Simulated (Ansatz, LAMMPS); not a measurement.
**Glassy 57SiO2-36ZnO-7P2O5 (mol %) (128 atoms): a short ab initio trajectory**

Aim: follow glassy 57SiO2-36ZnO-7P2O5 (mol %) (128 atoms) for a short time with forces from DFT, then look at structure and electrons in the last frame.

Method: Kohn-Sham DFT, LDA, PAW (set soft_2), plane waves, in Ansatz 0.2.0.

## Step 1: Starting point

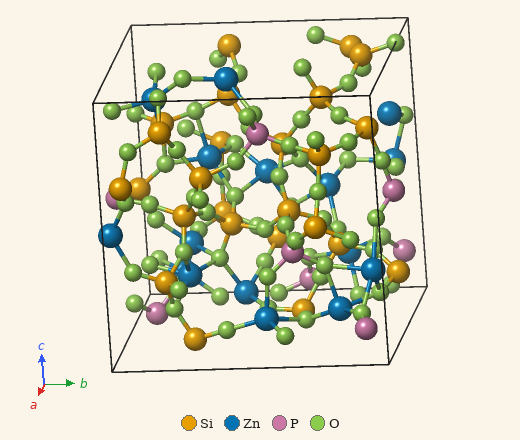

The starting structure, seen slightly off an axis (silicon orange, zinc blue, phosphorus pink, oxygen green). Some periodic images of atoms are drawn too.

The cell holds 128 atoms: 25 Si, 16 Zn, 6 P and 81 O. Cell: a = 12.158 Å, b = 12.158 Å, c = 12.158 Å, α = 90.0°, β = 90.0°, γ = 90.0°. 128 atoms (25 Si, 16 Zn, 6 P, 81 O) placed at random at 2.93 g/cm³, melted at 4000 K for 10 ps at fixed volume with the Morse and Coulomb pair potential with partial charges (Pedone, Malavasi, Menziani, Cormack and Segre, J. Phys. Chem. B 110, 11780 (2006)). Quenched from 4000 K to 300 K at 25 K/ps and fixed volume, held 10 ps at zero pressure.

Before any run, some limits are plain. The quench rate of 25 K/ps is many orders above laboratory rates, so the cell is likely richer in defects and strain than a real sample. The network of bonds at the start is that of the classical potential that made the cell. Only the Γ point is sampled, in a cell whose shortest periodic width is 12 Å.

## Step 2: Dynamics started at 400 K

Without a thermostat the total energy must stay constant, which tests forces and time step. The time step is 1.0 fs.

input.yaml

```yaml
crystal:
  lattice:
    - [12.1583, 0.0, 0.0]
    - [0.0, 12.1583, 0.0]
    - [0.0, 0.0, 12.1583]
  atoms:
    - { symbol: Si, position: [0.05321, 0.30556, 0.57047] }
    - { symbol: Si, position: [0.8131, 0.34019, 0.6571] }
    - { symbol: Si, position: [0.32725, 0.38502, 0.82801] }
    - { symbol: Si, position: [0.55172, 0.60796, 0.45252] }
    [... 118 atom lines left out ...]
    - { symbol: O, position: [0.1445, 0.27459, 0.02626] }
    - { symbol: O, position: [0.9362, 0.62352, 0.09861] }
    - { symbol: O, position: [0.30914, 0.62517, 0.57678] }
    - { symbol: O, position: [0.3398, 0.09325, 0.37467] }
    - { symbol: O, position: [0.36109, 0.14558, 0.58606] }
    - { symbol: O, position: [0.27835, 0.46591, 0.18859] }
kpoints:
  mp_grid: { grid: [1, 1, 1] }
hamiltonian:
  xc: lda
scf:
  occupations: { method: fixed }
output:
  forces: true
md:
  timestep: 1.0
  n_steps: 95
  ensemble: nve
  temperature: 400
  initial_velocities: maxwell_boltzmann
  seed: 5353
```

Launch:

```
$ ansatz run input.yaml --threads 4 --pin off --max-ram 8192MiB --backend cpu --events-out ev --progress --plain --runs-dir out
```

It took 25 min on 4 threads of Arm Neoverse V2, shared host; peak memory 2.6 GiB.

The program notes that it switched symmetry off.

The trajectory, sampled:

```
time (fs)  T (K)  potential (meV/atom)  conserved (meV/atom)
      0.0    400                   0.0                  0.00
      6.0    524                 -16.0                 -0.12
     13.0    531                 -16.9                 -0.08
     19.0    456                  -7.2                 -0.04
     25.0    457                  -7.4                 -0.07
     32.0    437                  -4.8                 -0.04
     38.0    520                 -15.4                 -0.07
     44.0    601                 -25.8                 -0.12
     51.0    523                 -15.8                 -0.04
     57.0    536                 -17.5                 -0.09
     63.0    509                 -14.0                 -0.05
     70.0    541                 -18.1                 -0.09
     76.0    538                 -17.7                 -0.08
     82.0    523                 -15.8                 -0.05
     89.0    548                 -19.0                 -0.08
     95.0    547                 -19.0                 -0.07
```

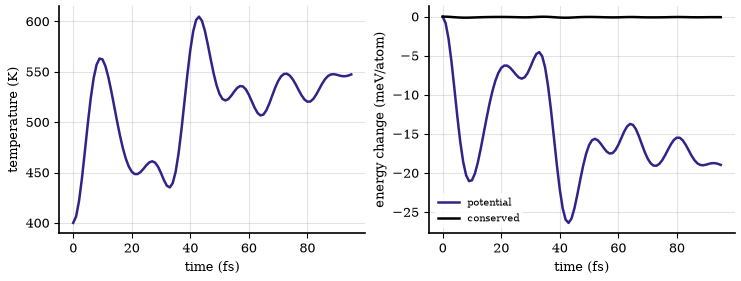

Temperature and energies against time.

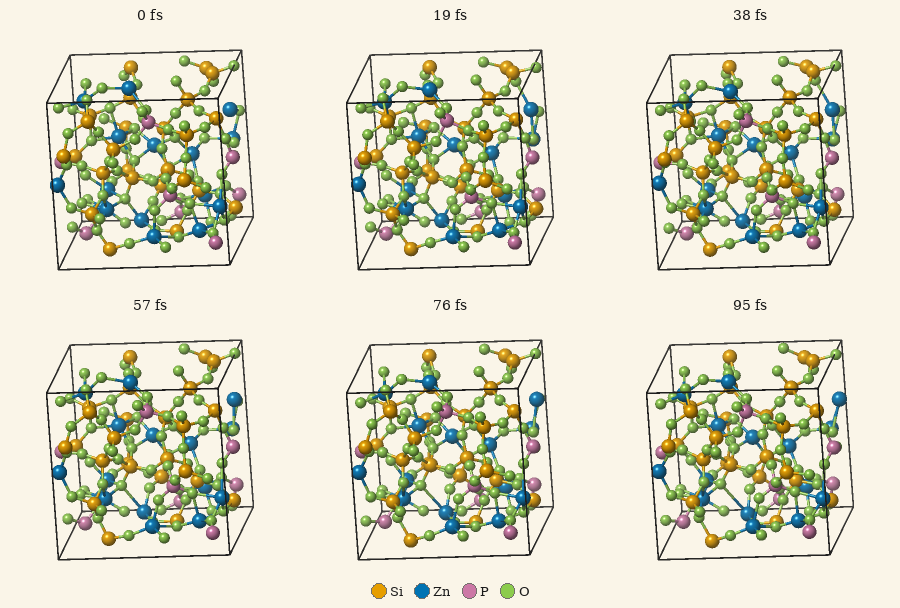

6 frames of the run.

Mean square displacement from the first frame to the last: Si 0.057 Å², Zn 0.12 Å², P 0.097 Å², O 0.12 Å².

Table of mean square displacement by time lag:

```
time lag (fs)   O (Å²)   P (Å²)  Si (Å²)  Zn (Å²)
          1.0   7.7e-5   4.5e-5   4.6e-5   2.2e-5
          6.0  0.00268  0.00157  0.00161   7.8e-4
         12.0  0.00945  0.00559  0.00569  0.00310
         18.0   0.0177   0.0105   0.0105  0.00685
         24.0   0.0258   0.0150   0.0145   0.0119
         30.0   0.0339   0.0190   0.0174   0.0181
         36.0   0.0425   0.0226   0.0199   0.0253
         42.0   0.0517   0.0264   0.0226   0.0334
         48.0   0.0605   0.0308   0.0256   0.0420
```

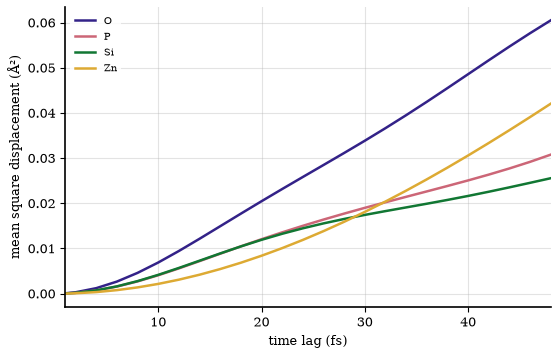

Mean square displacement against time lag.

Over the second half of 95 fs the temperature averages 533 K with swings of 12 K r.m.s. The conserved energy stays within 0.14 meV/atom. From first frame to last O has the largest mean square displacement, 0.12 Å² at the end; the farthest move is 0.74 Å. The mean temperature of 533 K lies well off the 400 K of the input: without a thermostat, the energy that the start releases heats the cell. The count of bonds goes from 189 in the first frame to 186 in the last, by one set of cutoffs: 3 pairs passed out of them and 0 came within. The run spans 0.10 ps, too short for its means to be equilibrium values.

## Step 3: Structure statistics late in the run

The g(r) is a mean over the second half; what follows it is taken at the last frame.

Density 2.98 g/cm³, 14.04 Å³ an atom.

Mean of 13 frames. Pair distribution functions g(r), in bins of 0.2 Å:

| r (Å) | total | O-O | O-Si | O-Zn | O-P | Si-Si | Si-Zn |
| --- | --- | --- | --- | --- | --- | --- | --- |
| 1.40 | 0.22 | 0.00 | 0.05 | 0.00 | 3.46 | 0.00 | 0.00 |
| 1.60 | 3.67 | 0.00 | 12.12 | 0.00 | 11.41 | 0.00 | 0.00 |
| 1.80 | 0.86 | 0.00 | 1.08 | 3.71 | 0.00 | 0.00 | 0.00 |
| 2.00 | 0.64 | 0.00 | 0.03 | 4.01 | 0.00 | 0.00 | 0.00 |
| 2.20 | 0.14 | 0.00 | 0.00 | 0.91 | 0.00 | 0.00 | 0.00 |
| 2.40 | 0.36 | 0.80 | 0.00 | 0.27 | 0.00 | 0.00 | 0.00 |
| 2.60 | 1.56 | 3.73 | 0.00 | 0.09 | 0.00 | 0.00 | 0.44 |
| 2.80 | 0.86 | 1.89 | 0.05 | 0.17 | 0.00 | 0.11 | 0.33 |
| 3.00 | 0.74 | 0.77 | 0.08 | 0.40 | 0.20 | 2.98 | 2.55 |
| 3.20 | 0.92 | 0.74 | 0.30 | 0.64 | 0.40 | 3.78 | 3.44 |
| 3.40 | 0.89 | 0.92 | 0.73 | 0.91 | 0.65 | 0.20 | 2.12 |
| 3.60 | 0.88 | 0.69 | 1.24 | 1.06 | 1.49 | 0.03 | 0.39 |
| 3.80 | 1.06 | 0.72 | 1.55 | 1.46 | 1.73 | 0.13 | 0.33 |
| 4.00 | 1.12 | 0.66 | 1.95 | 1.23 | 1.81 | 0.13 | 0.79 |
| 4.20 | 1.07 | 0.70 | 1.76 | 1.12 | 1.65 | 0.61 | 0.72 |
| 4.40 | 1.05 | 0.79 | 1.07 | 1.88 | 0.84 | 1.09 | 0.77 |
| 4.60 | 1.03 | 1.02 | 0.79 | 1.33 | 0.83 | 1.09 | 1.29 |
| 4.80 | 1.06 | 1.20 | 0.93 | 0.86 | 0.70 | 1.27 | 1.34 |
| 5.00 | 1.17 | 1.56 | 0.73 | 0.85 | 0.88 | 1.44 | 1.25 |
| 5.20 | 1.08 | 1.39 | 0.71 | 0.71 | 0.88 | 1.49 | 0.95 |
| 5.40 | 0.95 | 1.15 | 0.68 | 0.67 | 0.96 | 1.56 | 0.84 |
| 5.60 | 0.88 | 0.92 | 0.85 | 0.82 | 0.91 | 0.83 | 0.94 |
| 5.80 | 0.92 | 0.81 | 1.04 | 0.83 | 0.94 | 1.25 | 1.29 |
| 6.00 | 0.95 | 0.91 | 1.08 | 0.86 | 0.97 | 0.75 | 0.94 |

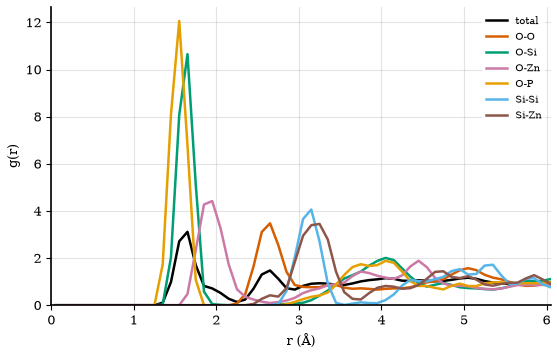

Pair distribution functions, lightly smoothed.

Bonds by pair of elements; cutoffs follow the first minimum of g(r), held within bounds set by covalent radii, and pairs that aren't listed don't count as bonded:

| pair A-B | cutoff (Å) | bonds | mean length (Å) | spread (Å) | shortest (Å) | B about A | A about B |
| --- | --- | --- | --- | --- | --- | --- | --- |
| O-Si | 2.16 | 100 | 1.64 | 0.055 | 1.47 | 1.24 | 4 |
| O-Zn | 2.5 | 62 | 1.97 | 0.162 | 1.76 | 0.765 | 3.88 |
| O-P | 2.02 | 24 | 1.53 | 0.053 | 1.43 | 0.296 | 4 |

How many atoms have how many bonded neighbours:

| element | mean | 1 | 2 | 3 | 4 | 5 |
| --- | --- | --- | --- | --- | --- | --- |
| O | 2.30 | 1 | 55 | 25 | 0 | 0 |
| P | 4 | 0 | 0 | 0 | 6 | 0 |
| Si | 4 | 0 | 0 | 0 | 25 | 0 |
| Zn | 3.88 | 0 | 0 | 3 | 12 | 1 |

Bond angles, per cent of each kind in bins of 5°:

```
angle (°)  O-Si-O  O-Zn-O  Si-O-Zn  O-P-O  Si-O-Si
    65–70     0.0     1.1      0.0    0.0      0.0
    70–75     0.0     1.1      0.0    0.0      0.0
    75–80     0.0     7.7      0.0    0.0      0.0
    80–85     0.0     5.5      1.9    0.0      0.0
    85–90     0.0     4.4      1.9    0.0      0.0
    90–95     1.3    11.0      1.9    2.8      0.0
   95–100     5.3     4.4      5.7    5.6      0.0
  100–105    20.7     9.9      1.9   11.1      0.0
  105–110    28.0     8.8      3.8   36.1      0.0
  110–115    24.0    14.3      7.5   27.8      0.0
  115–120    15.3     4.4     11.3   11.1      0.0
  120–125     4.7     5.5     18.9    5.6     10.0
  125–130     0.7     4.4     17.0    0.0      6.7
  130–135     0.0     5.5      7.5    0.0     13.3
  135–140     0.0     1.1      5.7    0.0     10.0
  140–145     0.0     4.4      7.5    0.0     16.7
  145–150     0.0     2.2      0.0    0.0      6.7
  150–155     0.0     2.2      1.9    0.0     13.3
  155–160     0.0     1.1      1.9    0.0      6.7
  160–165     0.0     0.0      1.9    0.0      6.7
  165–170     0.0     0.0      1.9    0.0      3.3
  170–175     0.0     1.1      0.0    0.0      6.7
```

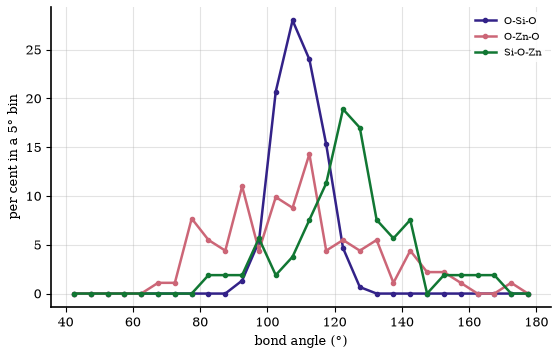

Distributions of the most common bond angles.

Bond angles (no mean is given where the spread exceeds 20°):

| angle | count | mean (°) | spread (°) |
| --- | --- | --- | --- |
| O-Si-O | 150 | 109 | 6.5 |
| O-Zn-O | 91 | - | - |
| Si-O-Zn | 53 | 124 | 17.1 |
| O-P-O | 36 | 109 | 6.5 |
| Si-O-Si | 30 | 145 | 13.9 |

Oxygen atoms by the number of network formers (Si, P, Ge, B, Al, As, Ga) bound to them:

| network formers bound to O | O atoms | per cent |
| --- | --- | --- |
| 0 | 0 | 0 |
| 1 | 38 | 46.9 |
| 2 | 43 | 53.1 |

Network units: each former by its oxygen neighbours and how many of them bridge to another former:

```csv
former,O neighbours,bridging O,atoms
Si,4,2,9
Si,4,3,9
Si,4,4,7
P,4,1,1
P,4,2,3
P,4,3,2
```

Bond length by coordination (bonds to H left out):

```csv
element,coordination,atoms,mean bond length (Å)
O,1,1,1.43
O,2,55,1.66
O,3,25,1.86
Zn,3,3,1.92
Zn,4,12,1.98
Zn,5,1,2.06
```

Rings of the network by King's shortest-path rule, up to 12 atoms, one path for each pair of neighbours; H, halogens, alkali and alkaline-earth atoms are left out, and the last column divides by all other atoms, bonded or not:

| ring size (atoms) | rings | per network atom |
| --- | --- | --- |
| 4 | 11 | 0.086 |
| 6 | 5 | 0.039 |
| 8 | 27 | 0.211 |
| 10 | 35 | 0.273 |
| 12 | 25 | 0.195 |

For some of the pairs, g(r) has its first main peak near 2.7 Å (O-O), 1.6 Å (O-Si), 1.9 Å (O-Zn), 1.6 Å (O-P), 3.1 Å (Si-Si) and 3.2 Å (Si-Zn). Counting bonds as in the table, 68 % of O atoms have 2, all P atoms have 4, all Si atoms have 4 and 75 % of Zn atoms have 4 bonded neighbours. The O-Si-O angle averages 109° with a spread of 6°. Counting bonds to Si and P alone, not to Zn, 53 % of the oxygens join two of these atoms and 47 % one. Rings of 10 atoms are the most common (34 % of those counted); sizes run from 4 to 12, where the search stops.

## Step 4: Single point at the last frame

The last frame is solved again with fuller output, to read the electronic structure of a thermally displaced geometry.

input.yaml

```yaml
crystal:
  lattice:
    - [12.1583, 0.0, 0.0]
    - [0.0, 12.1583, 0.0]
    - [0.0, 0.0, 12.1583]
  atoms:
    - { symbol: Si, position: [0.04918, 0.30664, 0.56247] }
    - { symbol: Si, position: [0.82596, 0.36017, 0.67242] }
    - { symbol: Si, position: [0.33136, 0.38716, 0.83322] }
    - { symbol: Si, position: [0.5506, 0.60282, 0.47102] }
    [... 118 atom lines left out ...]
    - { symbol: O, position: [0.13722, 0.26572, 0.03592] }
    - { symbol: O, position: [0.94091, 0.60085, 0.11333] }
    - { symbol: O, position: [0.29186, 0.60771, 0.58512] }
    - { symbol: O, position: [0.3181, 0.12465, 0.39727] }
    - { symbol: O, position: [0.35617, 0.15404, 0.60305] }
    - { symbol: O, position: [0.29836, 0.45044, 0.20698] }
kpoints:
  mp_grid: { grid: [1, 1, 1] }
hamiltonian:
  xc: lda
scf:
  occupations: { method: fixed }
output:
  forces: true
  stress: true
  populations: true
  dos:
    method: { smearing: { sigma: 0.15 } }
    de: 0.1
    projected: { site_lists: { O: [O], P: [P], Si: [Si], Zn: [Zn] } }
  eigenvalues: true
  write_density: true
  write_potential: true
  volumetric_format: npy
  elf: true
```

It took 53 s on 4 threads; peak memory 2.6 GiB; 3.4 min of CPU time.

The run gave:

| Property | Result |
| --- | --- |
| free energy | -116571.6369 eV |
| free energy per atom | -910.7159 eV/atom |
| SCF cycles | 12 |
| pressure | -3.506 GPa |
| r.m.s. force component | 1.128 eV/Å |
| longest force | 7.12 eV/Å |
| Fermi energy | 2.813 eV |
| gap (highest filled to lowest empty level) | 2.917 eV |
| spilling of the projection | 0.01284 |

Neighbours are counted within 2.16 Å (O-Si), 2.50 Å (O-Zn), 2.02 Å (O-P), the cutoffs taken from the dynamics.

Length of the force by element and coordination:

```
element  coordination  atoms  mean length of the force (eV/Å)  spread  least   most
      O           all     81                             1.53   0.879  0.288   5.01
      O             1      1                             3.19       0   3.19   3.19
      O             2     55                             1.55   0.958  0.399   5.01
      O             3     25                             1.41   0.598  0.288   2.92
      P           all      6                             2.73   0.850   1.28   4.16
     Si           all     25                             2.23    1.36  0.400   7.12
     Zn           all     16                            0.972   0.414  0.251   1.75
     Zn             3      3                            0.924   0.233  0.643   1.21
     Zn             4     12                             1.02   0.438  0.251   1.75
     Zn             5      1                            0.488       0  0.488  0.488
```

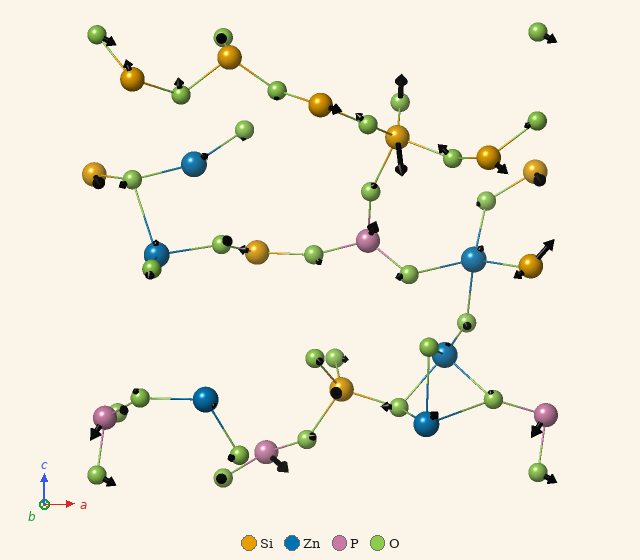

Forces as arrows; the longest in the cell is 7.12 eV/Å. Drawn is a slice 4 Å thick, seen along the normal of the ac plane. Bonds to atoms that aren't drawn are left out.

Löwdin charges by element and coordination (they lack the spilled electrons, 0.081 e an atom on average):

| element | coordination | atoms | mean charge (e) | spread | least | most |
| --- | --- | --- | --- | --- | --- | --- |
| O | all | 81 | -0.849 | 0.0972 | -1.01 | -0.722 |
| O | 1 | 1 | -0.827 | 0 | -0.827 | -0.827 |
| O | 2 | 55 | -0.808 | 0.0799 | -0.970 | -0.722 |
| O | 3 | 25 | -0.939 | 0.0699 | -1.01 | -0.773 |
| P | all | 6 | 2.19 | 0.0211 | 2.16 | 2.22 |
| Si | all | 25 | 1.68 | 0.0426 | 1.60 | 1.76 |
| Zn | all | 16 | 1.50 | 0.0217 | 1.43 | 1.53 |
| Zn | 3 | 3 | 1.47 | 0.0301 | 1.43 | 1.50 |
| Zn | 4 | 12 | 1.50 | 0.015 | 1.48 | 1.53 |
| Zn | 5 | 1 | 1.50 | 0 | 1.50 | 1.50 |

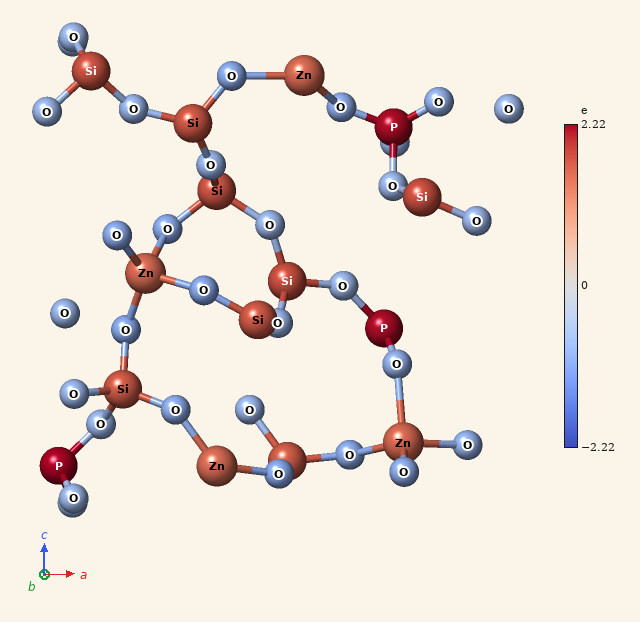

Atoms coloured by Löwdin charge. Drawn is a slice 4 Å thick, seen along the normal of the ac plane. Bonds to atoms that aren't drawn are left out.

Density of states as counts of states in windows of 1 eV (from the Fermi level), total and the larger projections:

| from (eV) | to (eV) | total | O p | Zn d |
| --- | --- | --- | --- | --- |
| -14 | -12 | 0.0 | 0.0 | 0.0 |
| -12 | -11 | 0.1 | 0.1 | 0.0 |
| -11 | -10 | 6.5 | 3.9 | 0.0 |
| -10 | -9 | 16.4 | 10.5 | 0.3 |
| -9 | -8 | 17.0 | 11.3 | 0.6 |
| -8 | -7 | 30.2 | 19.3 | 3.7 |
| -7 | -6 | 63.3 | 36.5 | 16.4 |
| -6 | -5 | 95.5 | 32.9 | 55.6 |
| -5 | -4 | 95.5 | 38.8 | 47.5 |
| -4 | -3 | 88.0 | 63.3 | 14.9 |
| -3 | -2 | 91.8 | 75.4 | 9.5 |
| -2 | -1 | 91.8 | 80.2 | 6.9 |
| -1 | 0 | 47.7 | 42.7 | 3.0 |
| 0 | 1 | 2.1 | 1.9 | 0.1 |
| 1 | 2 | 0.0 | 0.0 | 0.0 |
| 2 | 3 | 1.5 | 0.1 | 0.0 |
| 3 | 4 | 3.9 | 0.6 | 0.1 |
| 4 | 5 | 11.9 | 1.7 | 0.1 |

With fixed occupations the program's Fermi level is the highest filled level; weight inside the gap is the broadening of levels at its edges.

Between -23 and -14 eV lie 162 more states.

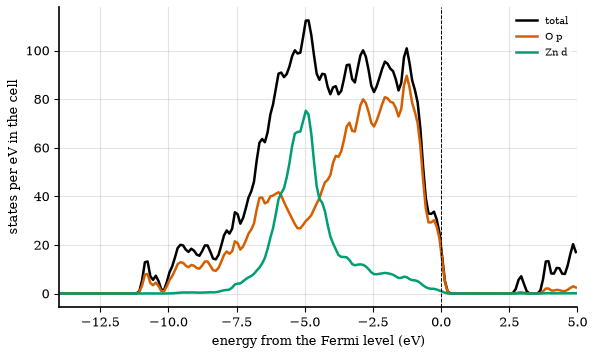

Total and projected density of states, with the broadening of the input.

The levels nearest the highest filled one (over half full), pooled over k-points and spins:

```
level less the highest filled one (eV)  occupation
                                -0.301           2
                                -0.242           2
                                -0.236           2
                                -0.107           2
                                -0.064           2
                                     0           2
                                  2.92           0
                                  3.87           0
                                  3.90           0
                                  4.20           0
                                  4.37           0
                                  4.63           0
```

Mean Löwdin charges: O -0.85, P +2.19, Si +1.68, Zn +1.50 e (they miss 1.3 % of the electrons, so they add up to more than the cell's charge).

## Step 5: Results

| Item | Value |
| --- | --- |
| mean temperature, second half | 532.5 K |
| temperature swing, second half | 12.19 K |
| slope of the conserved energy against time, by least squares | -0.0493 meV/atom/ps |
| free energy per atom | -910.7159 eV/atom |
| pressure | -3.506 GPa |
| r.m.s. force component | 1.128 eV/Å |
| gap (highest filled to lowest empty level) | 2.917 eV |
| wall time of the 2 DFT runs | 26 min |

Over the second half of 95 fs the temperature averages 533 K with swings of 12 K r.m.s. The conserved energy stays within 0.14 meV/atom. The mean temperature of 533 K lies well off the 400 K of the input: without a thermostat, the energy that the start releases heats the cell. The count of bonds goes from 189 in the first frame to 186 in the last, by one set of cutoffs: 3 pairs passed out of them and 0 came within. The run spans 0.10 ps, too short for its means to be equilibrium values. Counting bonds as in the table, 68 % of O atoms have 2, all P atoms have 4, all Si atoms have 4 and 75 % of Zn atoms have 4 bonded neighbours. Counting bonds to Si and P alone, not to Zn, 53 % of the oxygens join two of these atoms and 47 % one.

The highest filled and lowest empty levels differ by 2.92 eV (at Γ alone); a local or semilocal functional tends to put such gaps too low. In a disordered cell it changes from sample to sample, and tail or defect levels can set it.

**Limits.** The starting topology of bonds comes from the classical model; in DFT 3 of its 189 bonded pairs passed out of the cutoffs and 0 came within them. The stress is far from hydrostatic: its diagonal is -5.0, -1.5, -4.1 GPa, compression counted positive. The pressure of -3.5 GPa is that of one thermal frame at a volume set beforehand, without the kinetic term.

[Logs are printed without paths, hosts, clocks, repeated set-up lines and the standing remarks that a program may print on its own settings, such as how far it seeks lower states.]

[Hosts, paths, dates, database ids (printed as entryN), source tags and the programs' standing remarks are cut or masked in the printed files.]
